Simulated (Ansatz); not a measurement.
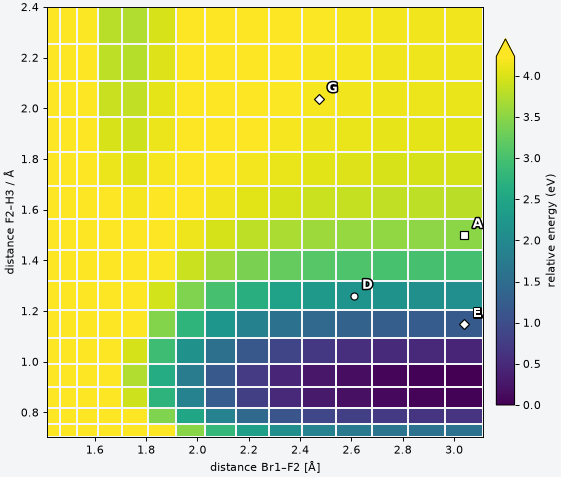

The system Br + FH, spin multiplicity 2. The first coordinate is: distance Br1–F2; the second: distance F2–H3. Nothing is relaxed (the angle Br1–F2–H3 is fixed at 180 degrees). The scan uses a 15 × 15 grid. Points are written as (first, second). All energies are given in eV relative to the lowest grid point. In part of the range the unrestricted reference is strongly spin-contaminated. The calculation used UHF/def2-TZVPD in Ansatz.

In the figure: one coloured cell a grid point, one colour for all values above the top of the scale, lettered points.

### Rank the lettered points by energy, lowest first.

E (1.2 eV), D (2.2 eV), A (3.5 eV), G (4.2 eV).

### What kind of point is each of D, G: minimum, saddle, maximum or slope?

D: on a slope; G: on a slope. (In these two coordinates alone; a stationary point may lie a little off the grid point.)
